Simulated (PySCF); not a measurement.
**C6H7N3S (SMILES C=Cc1cc(SC)nnn1): density, localisation and related maps**

```xyz
17

C    -3.6821    0.3005   -0.4941
C    -2.6136   -0.4995   -0.4148
C    -1.2722   -0.0199   -0.0732
C    -0.1852   -0.8754    0.0050
C     1.0292   -0.2723    0.3467
S     2.4745   -1.2381    0.4837
C     3.6902    0.0144    0.9292
N     1.1068    1.0404    0.5730
N     0.0333    1.7933    0.4757
N    -1.1230    1.3031    0.1672
H    -3.5810    1.3714   -0.2999
H    -4.6665   -0.0962   -0.7515
H    -2.7031   -1.5735   -0.6063
H    -0.2723   -1.9475   -0.1867
H     3.7472    0.7897    0.1551
H     4.6469   -0.5189    1.0073
H     3.4342    0.4803    1.8891
```

Geometry: PBE0-D3(BJ)/def2-SVP.

Computed with PBE0/pcSseg-1, SCF density, gas phase, non-relativistic (PySCF).

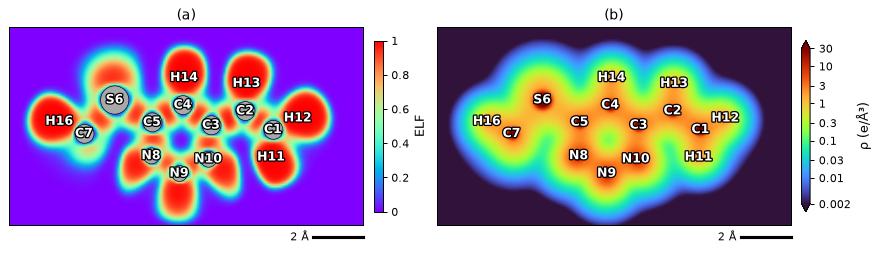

Figure 1. (a) electron localisation function; (b) total electron density on the plane of atoms S6, C5 and N8. Grey discs cover the atomic cores in the ELF map.

Read the bonding off the picture.

- The section cuts through C, S, N and H sites.
- N–N (1.29 Å): ρ at the midpoint is about 2.8 e/Å³; the ELF peaks at about 0.90 between the atoms (localised, covalent bonding).
- C–N (1.33 Å): the density is about 2.5 e/Å³ at the midpoint; the ELF peaks at about 0.90 between the atoms, as expected for localised, covalent bonding.
- C–C (1.34 Å): ρ at the midpoint is about 2.3 e/Å³; the ELF peaks at about 0.95 between the atoms: a multiple bond.
- C–S (1.74 Å): the density is about 1.4 e/Å³ at the midpoint; the ELF peaks at about 0.95 between the atoms: a shared electron pair.
- C–H (1.09 Å): the density is about 2 e/Å³ at the midpoint; the ELF climbs to about 1 towards the hydrogen, as it does in any bond to H; a covalent bond by its length.
- The ELF also peaks beside N9, N10, N8 and S6, away from the bonds: lone-pair regions.

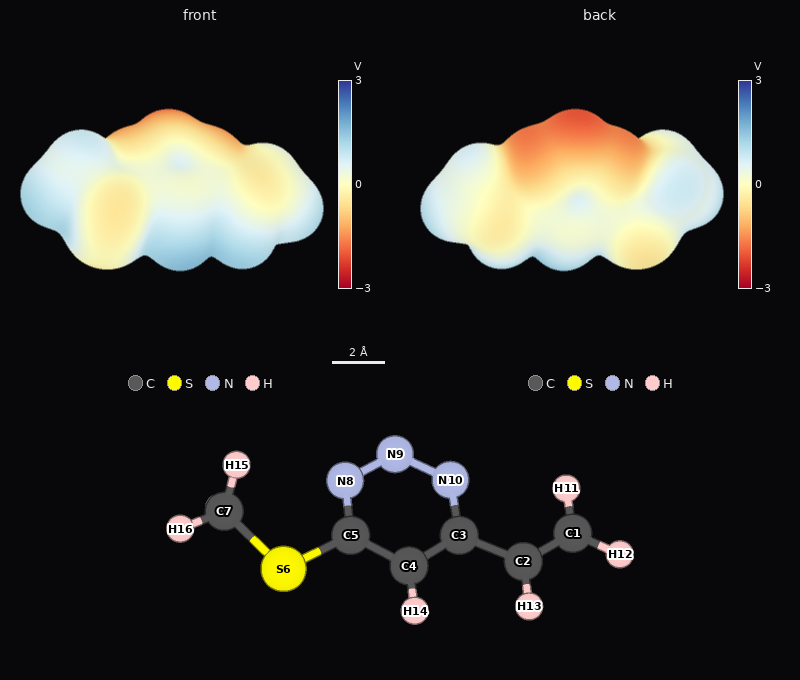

Figure 2. The electrostatic potential painted on the density surface at 0.002 e/bohr³, seen from the front and from behind; red is negative and blue positive. The bare structure is drawn below in the same view.

Describe the electrostatic potential map.

The most negative region (about −2.0 V, or −46 kcal/mol for a unit charge) lies over N9, the most positive (about +1.5 V, or +35 kcal/mol for a unit charge) over H14. N9 is the likeliest acceptor of a hydrogen bond.

How polar is the molecule by this calculation?

Its dipole moment is 3.41 D.

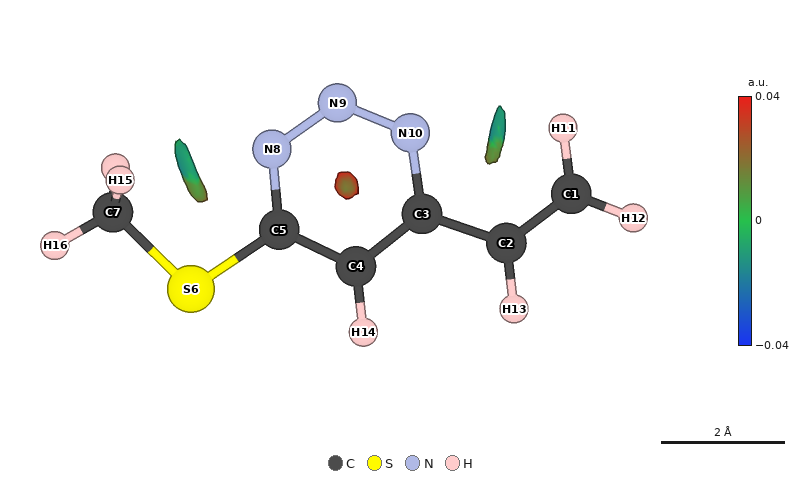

Figure 3. Non-covalent interaction (NCI) plot: the surface where the reduced density gradient is 0.6, for densities under 0.05 a.u., coloured by sign(λ₂)ρ; seen across its widest extent.

What holds or crowds the atoms apart from the covalent bonds?

- Between H11 and C1 on one side and N10 and C3 on the other: a weak contact, attractive (blue-green) on one side and crowded (olive to red) on the other
- Between N8 and C5 on one side and C7 and S6 on the other: a weak contact, attractive (blue-green) on one side and crowded (olive to red) on the other
- Inside the ring or cage of C3, C4, C5, N8, N9 and N10: steric crowding (red)
